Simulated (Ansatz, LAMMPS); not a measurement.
## P in place of Ge at several sites of amorphous Ge (72 atoms)

Aim: make P in place of Ge at several sites of amorphous Ge (72 atoms), relax each, and compare their energies.

Calculated with Ansatz 0.2.0; Kohn-Sham DFT, PBE, PAW (set soft_2), plane waves.

**1. The starting structure**

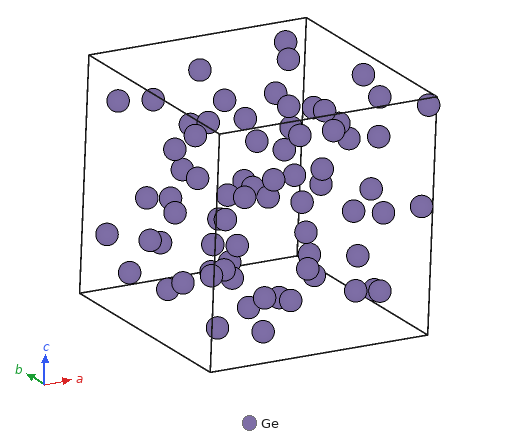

The cell as given, slightly off an axis (germanium purple). Some periodic images of atoms are drawn too.

The cell holds 72 atoms: 72 Ge. Cell: a = 11.980 Å, b = 11.980 Å, c = 11.980 Å, α = 90.0°, β = 90.0°, γ = 90.0°. 72 atoms (72 Ge) placed at random at 5.05 g/cm³, melted at 3500 K for 10 ps at fixed volume with the Tersoff potential (Tersoff, Phys. Rev. B 39, 5566 (1989)). Quenched from 3500 K to 300 K at 20 K/ps and fixed volume, annealed at 800 K for 20 ps, held 5 ps, then minimised at fixed cell.

What the set-up can't give: The quench rate of 20 K/ps is orders of magnitude faster than experiment, which tends to freeze in extra defects. The network of bonds at the start is that of the classical potential that made the cell, and needn't be the one that DFT or experiment would give. Sampling is at Γ alone, for a cell whose shortest periodic width is 12 Å.

**2. Single point at the start**

The forces at the start show how far the geometry lies from a minimum of this functional.

input.yaml reads:

```yaml
crystal:
  lattice:
    - [11.9803, 0.0, 0.0]
    - [0.0, 11.9803, 0.0]
    - [0.0, 0.0, 11.9803]
  atoms:
    - { symbol: Ge, position: [0.26257, 0.00622, 0.7649] }
    - { symbol: Ge, position: [0.36489, 0.56966, 0.39739] }
    - { symbol: Ge, position: [0.76638, 0.83045, 0.776] }
    - { symbol: Ge, position: [0.37075, 0.41025, 0.87053] }
    - { symbol: Ge, position: [0.13555, 0.05381, 0.49325] }
    - { symbol: Ge, position: [0.19762, 0.64897, 0.68963] }
    - { symbol: Ge, position: [0.04601, 0.88658, 0.27751] }
    - { symbol: Ge, position: [0.08015, 0.4392, 0.51163] }
    - { symbol: Ge, position: [0.99333, 0.54558, 0.91236] }
    - { symbol: Ge, position: [0.9774, 0.0235, 0.96048] }
    - { symbol: Ge, position: [0.56019, 0.20575, 0.27854] }
    - { symbol: Ge, position: [0.61641, 0.96783, 0.72378] }
    - { symbol: Ge, position: [0.087, 0.9084, 0.8239] }
    - { symbol: Ge, position: [0.67492, 0.06512, 0.54926] }
    - { symbol: Ge, position: [0.54706, 0.80537, 0.39078] }
    - { symbol: Ge, position: [0.22303, 0.88599, 0.40309] }
    - { symbol: Ge, position: [0.50113, 0.1346, 0.4646] }
    - { symbol: Ge, position: [0.23625, 0.72356, 0.07118] }
    - { symbol: Ge, position: [0.7246, 0.39214, 0.60943] }
    - { symbol: Ge, position: [0.42206, 0.41383, 0.06865] }
    - { symbol: Ge, position: [0.05962, 0.05509, 0.15888] }
    - { symbol: Ge, position: [0.23487, 0.30587, 0.29157] }
    - { symbol: Ge, position: [0.66097, 0.95486, 0.04254] }
    - { symbol: Ge, position: [0.68855, 0.61859, 0.00052] }
    - { symbol: Ge, position: [0.29419, 0.8847, 0.20438] }
    - { symbol: Ge, position: [0.91832, 0.29241, 0.74826] }
    - { symbol: Ge, position: [0.38806, 0.71456, 0.75047] }
    - { symbol: Ge, position: [0.70759, 0.63357, 0.79515] }
    - { symbol: Ge, position: [0.67632, 0.38513, 0.26105] }
    - { symbol: Ge, position: [0.547, 0.62009, 0.48443] }
    - { symbol: Ge, position: [0.69541, 0.05955, 0.21368] }
    - { symbol: Ge, position: [0.53255, 0.37129, 0.7276] }
    - { symbol: Ge, position: [0.53747, 0.58718, 0.691] }
    - { symbol: Ge, position: [0.14471, 0.46389, 0.19896] }
    - { symbol: Ge, position: [0.87321, 0.34102, 0.23931] }
    - { symbol: Ge, position: [0.83258, 0.87754, 0.96501] }
    - { symbol: Ge, position: [0.8856, 0.85833, 0.40347] }
    - { symbol: Ge, position: [0.95566, 0.29479, 0.42178] }
    - { symbol: Ge, position: [0.71014, 0.51005, 0.43363] }
    - { symbol: Ge, position: [0.83529, 0.19934, 0.57274] }
    - { symbol: Ge, position: [0.33713, 0.56803, 0.18052] }
    - { symbol: Ge, position: [0.62549, 0.42977, 0.06085] }
    - { symbol: Ge, position: [0.45459, 0.75253, 0.21536] }
    - { symbol: Ge, position: [0.40326, 0.26906, 0.58348] }
    - { symbol: Ge, position: [0.109, 0.32735, 0.6887] }
    - { symbol: Ge, position: [0.20996, 0.687, 0.46978] }
    - { symbol: Ge, position: [0.87474, 0.22537, 0.94395] }
    - { symbol: Ge, position: [0.70398, 0.94012, 0.38162] }
    - { symbol: Ge, position: [0.23094, 0.16689, 0.64331] }
    - { symbol: Ge, position: [0.0505, 0.71341, 0.17361] }
    - { symbol: Ge, position: [0.86352, 0.50486, 0.74174] }
    - { symbol: Ge, position: [0.65323, 0.27645, 0.90419] }
    - { symbol: Ge, position: [0.95014, 0.83993, 0.68338] }
    - { symbol: Ge, position: [0.98651, 0.62446, 0.61914] }
    - { symbol: Ge, position: [0.94674, 0.99691, 0.5489] }
    - { symbol: Ge, position: [0.18153, 0.47345, 0.80828] }
    - { symbol: Ge, position: [0.41466, 0.9375, 0.47467] }
    - { symbol: Ge, position: [0.86837, 0.15781, 0.15244] }
    - { symbol: Ge, position: [0.12913, 0.71431, 0.88689] }
    - { symbol: Ge, position: [0.8799, 0.64814, 0.43678] }
    - { symbol: Ge, position: [0.09416, 0.17074, 0.33426] }
    - { symbol: Ge, position: [0.28726, 0.39554, 0.46502] }
    - { symbol: Ge, position: [0.98789, 0.39325, 0.06105] }
    - { symbol: Ge, position: [0.57356, 0.07463, 0.89997] }
    - { symbol: Ge, position: [0.27982, 0.06853, 0.10399] }
    - { symbol: Ge, position: [0.88927, 0.68659, 0.03948] }
    - { symbol: Ge, position: [0.56489, 0.77535, 0.04972] }
    - { symbol: Ge, position: [0.4217, 0.90186, 0.67493] }
    - { symbol: Ge, position: [0.38449, 0.23647, 0.1739] }
    - { symbol: Ge, position: [0.39114, 0.79692, 0.94301] }
    - { symbol: Ge, position: [0.06199, 0.5881, 0.34917] }
    - { symbol: Ge, position: [0.37648, 0.00677, 0.93319] }
kpoints:
  mp_grid: { grid: [1, 1, 1] }
hamiltonian:
  xc: pbe
scf:
  occupations: { method: fermi_dirac, width: 0.025 }
output:
  forces: true
```

Started as:

```bash
$ ansatz run input.yaml --threads 4 --pin off --max-ram 15872MiB --backend cpu --events-out ev --progress --plain --runs-dir out
```

Numbers of over 12 decimals in the logs are rounded to 6 here.

The log of the run:

```text
[...]
Pseudopotentials: kind: paw
Pseudopotential: Ge, paw, valence charge 14, recommended cutoff 420 eV (normal), Ge.paw.azcp
[...]
Crystal: 72 atoms, lattice volume = 1719.504 Å³
Basis set: ecut = 420 eV, 33401 PW (Γ), exchange–correlation on 162×162×162 points (8 copies of the dense FFT grid, shifted against one another)
Bands: 576, of which v1, the nominal top of the filled ones, is band 504 counted from 1 (503 counted from 0)
Symmetry: 1 space group operations
Space group: P1 (ITA 1), of the structure as read, at distance tolerance 1.2e-4 Å
k-points: 1
[...]
Initial density: superposition of atomic densities (neutral atoms: chi_scale 0, normalization atom), corrected by the library's trained network
Initial wavefunctions: pseudopotential atomic-orbital guess
[...]
SCF iter   1: F=—  HF=-309220.987355 eV  |F-HF|=—  |Δ(HF+E_count)|=         —  Δρ=3.71e-3  dr2=6.98e-1  ethr=1.77e-3  ⟨swp⟩=6.0  Hψ=2037  notcnv=0
preconditioner: auto → LDOS  [insulator: Δε(μ)=0.106 eV  Ē_g=21.380 eV  σ=0.025 eV  W_gap=0.79  n_scr=460 (ndim 8)  ℏωp=28.4 eV  f_vac=0.101  D(μ)=16.39/eV (n_scr^D=80)  ε∞_Penn≈2.8  β→1.0]
[...]
SCF iter   9: F=—  HF=-309220.846275 eV  |F-HF|=—  |Δ(HF+E_count)|=   6.16e-8  Δρ=1.74e-6  dr2=1.35e-7  ethr=7.04e-11  ⟨swp⟩=2.0  Hψ=995  notcnv=0  defer=57
SCF iter  10: F=-309220.846275 eV  HF=-309220.846275 eV  |F-HF|=1.02e-8  |Δ(HF+E_count)|=   1.15e-8  Δρ=6.37e-7  dr2=1.58e-8  ethr=9.92e-12  ⟨swp⟩=3.0  Hψ=1566  notcnv=0
SCF 1 converged in 10 iterations: F = -309220.846275 eV  dr2 = 1.58e-8
[...]
SCF converged after 10 iterations
Free energy (F): -309220.846275 eV
Harris-Foulkes:  -309220.846275 eV  (|F-HF|=1.02e-8)
Internal energy: -309220.796820 eV  (E = F + TS)
E sigma→0 (E₀):  -309220.821548 eV
Entropy (-TS):   -0.049455 eV (-0.687 meV/atom)
Fermi energy:    7.621929 eV
--- Per-component energies (eV) ---
[...]
Σ components = -309220.846275   (vs F -309220.846275, Δ=0.00e0)
--- Forces (eV/Å), atoms counted from 1 ---
  atom   1  Ge     0.15320615    -0.17426952     0.23214221
  atom   2  Ge     0.31900106     0.41121676    -0.09432104
  atom   3  Ge    -0.15571321     0.12615159    -0.03938845
  atom   4  Ge    -0.06344989    -0.14385507    -0.07680139
[...]
atom  72  Ge    -0.14066740     0.21434660    -0.05469051
  max |Σ_I F_I| component: 1.28e-5 eV/Å
```

The job ended after 38 s (4 threads of Arm Neoverse V1, shared host; peak memory 2.6 GiB; 2.5 min of CPU time).

The r.m.s. force at the start is 0.21 eV/Å.

**3. Relaxation**

The atoms are relaxed in the fixed cell, aiming at the force tolerance of the input.

input.yaml reads:

```yaml
crystal:
  lattice:
    - [11.9803, 0.0, 0.0]
    - [0.0, 11.9803, 0.0]
    - [0.0, 0.0, 11.9803]
  atoms:
    [... the 72 atom lines of step 2 ...]
kpoints:
  mp_grid: { grid: [1, 1, 1] }
hamiltonian:
  xc: pbe
scf:
  occupations: { method: fermi_dirac, width: 0.025 }
output:
  forces: true
relax:
  f_tol: 0.05
  max_steps: 150
```

The log of the run:

```text
[...]
Crystal: 72 atoms, lattice volume = 1719.504 Å³
Basis set: ecut = 420 eV, 33401 PW (Γ), exchange–correlation on 162×162×162 points (8 copies of the dense FFT grid, shifted against one another)
Bands: 605, of which v1, the nominal top of the filled ones, is band 504 counted from 1 (503 counted from 0)
Symmetry: 1 space group operations
[...]
k-points: 1
[...]
SCF iter   1: F=—  HF=-309220.986689 eV  |F-HF|=—  |Δ(HF+E_count)|=         —  Δρ=3.71e-3  dr2=6.98e-1  ethr=1.77e-3  ⟨swp⟩=6.0  Hψ=2143  notcnv=0
[...]
SCF iter   5: F=—  HF=-309220.846288 eV  |F-HF|=—  |Δ(HF+E_count)|=   6.41e-5  Δρ=6.72e-5  dr2=2.09e-4  ethr=1.52e-7  ⟨swp⟩=2.0  Hψ=1024  notcnv=0  defer=86
SCF iter   6: F=-309220.846264 eV  HF=-309220.846275 eV  |F-HF|=1.08e-5  |Δ(HF+E_count)|=   1.30e-5  Δρ=2.24e-5  dr2=1.99e-5  ethr=6.20e-9  ⟨swp⟩=1.0  Hψ=1819  notcnv=0
SCF 1 converged in 6 iterations: F = -309220.846264 eV  dr2 = 1.99e-5
[...]
relax step   1: F+E_penalty+E_count = -309220.84626396 eV  Δ(F+E_penalty+E_count) = +0.000e0 eV  max|allowed force component| = 6.457e-1 eV/Å  Δτ_max = 0.0000 Å  (6 SCF iters, dr2 threshold 6.25e-5 eV, accepted)
[...]
relax step   2: F+E_penalty+E_count = -309221.95491287 eV  Δ(F+E_penalty+E_count) = -1.109e0 eV  max|allowed force component| = 4.014e-1 eV/Å  Δτ_max = 0.1949 Å  (6 SCF iters, dr2 threshold 2.61e-5 eV, accepted)
[...]
relax step   3: F+E_penalty+E_count = -309222.29857564 eV  Δ(F+E_penalty+E_count) = -3.437e-1 eV  max|allowed force component| = 3.312e-1 eV/Å  Δτ_max = 0.1815 Å  (9 SCF iters, dr2 threshold 1.01e-5 eV, accepted)
relax step   4: F+E_penalty+E_count = -309222.43314630 eV  Δ(F+E_penalty+E_count) = -1.346e-1 eV  max|allowed force component| = 2.652e-1 eV/Å  Δτ_max = 0.1129 Å  (7 SCF iters, dr2 threshold 4.24e-5 eV, accepted)
relax step   5: F+E_penalty+E_count = -309222.58190699 eV  Δ(F+E_penalty+E_count) = -1.488e-1 eV  max|allowed force component| = 1.899e-1 eV/Å  Δτ_max = 0.1965 Å  (6 SCF iters, dr2 threshold 4.51e-5 eV, accepted)
relax step   6: F+E_penalty+E_count = -309222.69151985 eV  Δ(F+E_penalty+E_count) = -1.096e-1 eV  max|allowed force component| = 1.893e-1 eV/Å  Δτ_max = 0.1962 Å  (8 SCF iters, dr2 threshold 1.85e-5 eV, accepted)
relax step   7: F+E_penalty+E_count = -309222.81869147 eV  Δ(F+E_penalty+E_count) = -1.272e-1 eV  max|allowed force component| = 1.697e-1 eV/Å  Δτ_max = 0.1988 Å  (7 SCF iters, dr2 threshold 1.84e-5 eV, accepted)
relax step   8: F+E_penalty+E_count = -309222.91788606 eV  Δ(F+E_penalty+E_count) = -9.919e-2 eV  max|allowed force component| = 1.224e-1 eV/Å  Δτ_max = 0.2000 Å  (7 SCF iters, dr2 threshold 2.31e-5 eV, accepted)
relax step   9: F+E_penalty+E_count = -309222.97498382 eV  Δ(F+E_penalty+E_count) = -5.710e-2 eV  max|allowed force component| = 1.230e-1 eV/Å  Δτ_max = 0.1980 Å  (8 SCF iters, dr2 threshold 7.81e-6 eV, accepted)
relax step  10: F+E_penalty+E_count = -309223.02249533 eV  Δ(F+E_penalty+E_count) = -4.751e-2 eV  max|allowed force component| = 1.361e-1 eV/Å  Δτ_max = 0.1194 Å  (7 SCF iters, dr2 threshold 7.88e-6 eV, accepted)
relax step  11: F+E_penalty+E_count = -309223.07132318 eV  Δ(F+E_penalty+E_count) = -4.883e-2 eV  max|allowed force component| = 9.913e-2 eV/Å  Δτ_max = 0.1288 Å  (7 SCF iters, dr2 threshold 1.85e-5 eV, accepted)
relax step  12: F+E_penalty+E_count = -309223.09886344 eV  Δ(F+E_penalty+E_count) = -2.754e-2 eV  max|allowed force component| = 1.161e-1 eV/Å  Δτ_max = 0.0810 Å  (7 SCF iters, dr2 threshold 5.22e-6 eV, accepted)
relax step  13: F+E_penalty+E_count = -309223.12193178 eV  Δ(F+E_penalty+E_count) = -2.307e-2 eV  max|allowed force component| = 7.094e-2 eV/Å  Δτ_max = 0.0747 Å  (7 SCF iters, dr2 threshold 7.15e-6 eV, accepted)
relax step  14: F+E_penalty+E_count = -309223.14728300 eV  Δ(F+E_penalty+E_count) = -2.535e-2 eV  max|allowed force component| = 8.232e-2 eV/Å  Δτ_max = 0.0921 Å  (11 SCF iters, accepted)
relax step  15: F+E_penalty+E_count = -309223.16904533 eV  Δ(F+E_penalty+E_count) = -2.176e-2 eV  max|allowed force component| = 1.464e-1 eV/Å  Δτ_max = 0.1950 Å  (10 SCF iters, dr2 threshold 2.53e-6 eV, accepted)
relax step  16: F+E_penalty+E_count = -309223.20556453 eV  Δ(F+E_penalty+E_count) = -3.652e-2 eV  max|allowed force component| = 1.286e-1 eV/Å  Δτ_max = 0.0615 Å  (7 SCF iters, dr2 threshold 2.14e-5 eV, accepted)
relax step  17: F+E_penalty+E_count = -309223.25576161 eV  Δ(F+E_penalty+E_count) = -5.020e-2 eV  max|allowed force component| = 1.263e-1 eV/Å  Δτ_max = 0.1080 Å  (7 SCF iters, dr2 threshold 1.28e-5 eV, accepted)
relax step  18: F+E_penalty+E_count = -309223.27295683 eV  Δ(F+E_penalty+E_count) = -1.720e-2 eV  max|allowed force component| = 1.507e-1 eV/Å  Δτ_max = 0.1158 Å  (7 SCF iters, dr2 threshold 1.23e-5 eV, accepted)
relax step  19: F+E_penalty+E_count = -309223.28856735 eV  Δ(F+E_penalty+E_count) = -1.561e-2 eV  max|allowed force component| = 8.061e-2 eV/Å  Δτ_max = 0.0682 Å  (7 SCF iters, dr2 threshold 2.19e-5 eV, accepted)
relax step  20: F+E_penalty+E_count = -309223.29042257 eV  Δ(F+E_penalty+E_count) = -1.855e-3 eV  max|allowed force component| = 8.895e-2 eV/Å  Δτ_max = 0.0445 Å  (10 SCF iters, accepted)
relax step  21: F+E_penalty+E_count = -309223.29940112 eV  Δ(F+E_penalty+E_count) = -8.979e-3 eV  max|allowed force component| = 5.411e-2 eV/Å  Δτ_max = 0.0316 Å  (9 SCF iters, accepted)
relax step  22: F+E_penalty+E_count = -309223.30631237 eV  Δ(F+E_penalty+E_count) = -6.911e-3 eV  max|allowed force component| = 6.881e-2 eV/Å  Δτ_max = 0.0668 Å  (10 SCF iters, accepted)
relax step  23: F+E_penalty+E_count = -309223.32746708 eV  Δ(F+E_penalty+E_count) = -2.115e-2 eV  max|allowed force component| = 2.059e-1 eV/Å  Δτ_max = 0.1962 Å  (11 SCF iters, accepted)
relax step  24: F+E_penalty+E_count = -309223.35244212 eV  Δ(F+E_penalty+E_count) = -2.498e-2 eV  max|allowed force component| = 3.775e-1 eV/Å  Δτ_max = 0.1948 Å  (7 SCF iters, dr2 threshold 4.24e-5 eV, accepted)
relax step  25: F+E_penalty+E_count = -309223.40489797 eV  Δ(F+E_penalty+E_count) = -5.246e-2 eV  max|allowed force component| = 3.680e-1 eV/Å  Δτ_max = 0.1176 Å  (6 SCF iters, dr2 threshold 1.00e-4 eV, accepted)
relax step  26: F+E_penalty+E_count = -309223.50728178 eV  Δ(F+E_penalty+E_count) = -1.024e-1 eV  max|allowed force component| = 1.716e-1 eV/Å  Δτ_max = 0.1955 Å  (7 SCF iters, dr2 threshold 1.00e-4 eV, accepted)
relax step  27: F+E_penalty+E_count = -309223.52482230 eV  Δ(F+E_penalty+E_count) = -1.754e-2 eV  max|allowed force component| = 1.653e-1 eV/Å  Δτ_max = 0.1464 Å  (8 SCF iters, dr2 threshold 6.40e-6 eV, accepted)
relax step  28: F+E_penalty+E_count = -309223.55165395 eV  Δ(F+E_penalty+E_count) = -2.683e-2 eV  max|allowed force component| = 7.646e-2 eV/Å  Δτ_max = 0.0490 Å  (7 SCF iters, dr2 threshold 5.94e-6 eV, accepted)
[...]
relax step  29: F+E_penalty+E_count = -309223.55797939 eV  Δ(F+E_penalty+E_count) = -6.325e-3 eV  max|allowed force component| = 2.961e-2 eV/Å  Δτ_max = 0.0575 Å  (10 SCF iters, accepted)
SCF converged after 10 iterations
Free energy (F): -309223.557979 eV
[...]
Internal energy: -309223.552086 eV  (E = F + TS)
E sigma→0 (E₀):  -309223.555032 eV
Entropy (-TS):   -0.005894 eV (-0.082 meV/atom)
Fermi energy:    7.556504 eV
[...]
Σ components = -309223.557979   (vs F -309223.557979, Δ=0.00e0)
--- Forces (eV/Å), atoms counted from 1 ---
  atom   1  Ge    -0.00298680     0.00339792    -0.00037604
  atom   2  Ge    -0.00544504     0.00963358    -0.00102573
  atom   3  Ge    -0.00859658     0.00684844     0.00194387
  atom   4  Ge     0.01303936     0.01209143     0.00105307
[...]
atom  72  Ge     0.00408936     0.00893893    -0.00566548
  max |Σ_I F_I| component: 1.19e-5 eV/Å
--- Relaxed structure (29 steps of the walk, 29 accepted, 0 SCFs on fresh bases) ---
  F+E_penalty+E_count = -309223.55797939 eV   max|allowed force component| = 2.961e-2 eV/Å
  atoms:
    - { symbol: Ge, position: [0.261924, -0.00717908, 0.764953] }
    - { symbol: Ge, position: [0.376736, 0.579991, 0.390295] }
    - { symbol: Ge, position: [0.775822, 0.825762, 0.784347] }
    - { symbol: Ge, position: [0.374771, 0.328036, 0.856947] }
[...]
- { symbol: Ge, position: [0.369992, 0.00926698, 0.934401] }
```

It took 13 min on 4 threads; peak memory 2.6 GiB; 51 min of CPU time.

The relaxation converged after 29 steps, 2.71 eV below its start, with a largest force component of 0.030 eV/Å.

(Part 1 of 3 ends here.)

[Logs are printed without paths, hosts, clocks, repeated set-up lines and the standing remarks that a program may print on its own settings, such as how far it seeks lower states.]

[Hosts, paths, dates, database ids (printed as entryN), source tags and the programs' standing remarks are cut or masked in the printed files.]
